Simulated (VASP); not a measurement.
Band structure of FePt (L1_0). Method: LDA (Ceperley-Alder, Perdew-Zunger), VASP's LDA PAW potentials (set 64) (plane waves; VASP).

Unless said otherwise, spin-orbit coupling is left out, though it shifts the bands of the heavy elements here.

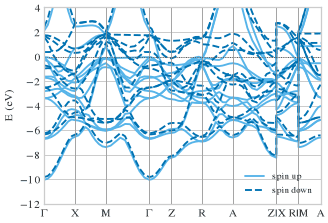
*Bands along high-symmetry lines, zero at the valence-band maximum or, without a gap, the Fermi level*

Question: Read the plot: is there a gap, and where are the band edges?

Answer: It has no gap at this level: it comes out as a metal or semimetal. (Edges off the drawn lines would not show.)

The compound is FePt in the L1_0 structure. It was relaxed first, which changed the volume by -5 %.
